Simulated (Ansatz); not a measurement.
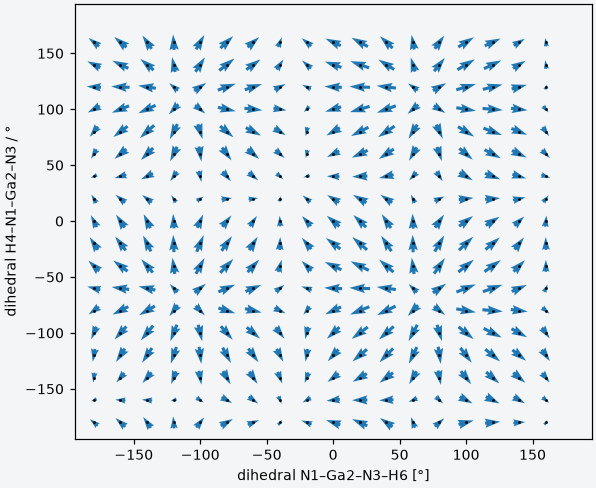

GaH4N2, SMILES [NH2][Ga][NH2], spin multiplicity 2. 
- First axis: dihedral N1–Ga2–N3–H6. Second axis: dihedral H4–N1–Ga2–N3.
- Nothing is relaxed (all other coordinates rigid).
- Grid: 18 × 18 points.
- The calculation used Ansatz, UKS PBE0-D4/def2-SVP.

Drawn: dots at the grid points, arrows along the force (downhill), their lengths compressed.

**The arrows alone are given. Where are the wells?**

The arrows converge at about dihedral N1–Ga2–N3–H6 = 175°, dihedral H4–N1–Ga2–N3 = 35°; about dihedral N1–Ga2–N3–H6 = −35°, dihedral H4–N1–Ga2–N3 = −175° (0.0017 eV up); about dihedral N1–Ga2–N3–H6 = 165°, dihedral H4–N1–Ga2–N3 = −170° (0.038 eV up); about dihedral N1–Ga2–N3–H6 = −30°, dihedral H4–N1–Ga2–N3 = 30° (0.038 eV up) (read from the interpolated surface).

The energy map of the same scan:

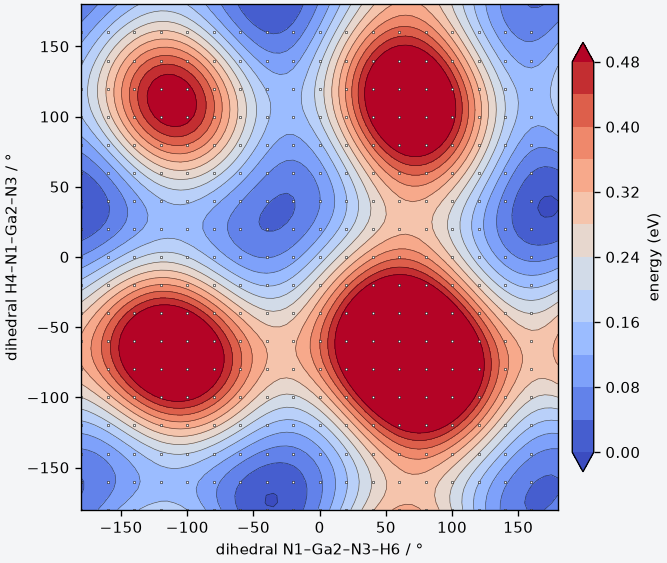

Energies are in eV, from the lowest grid point; between grid points the surface is interpolated.
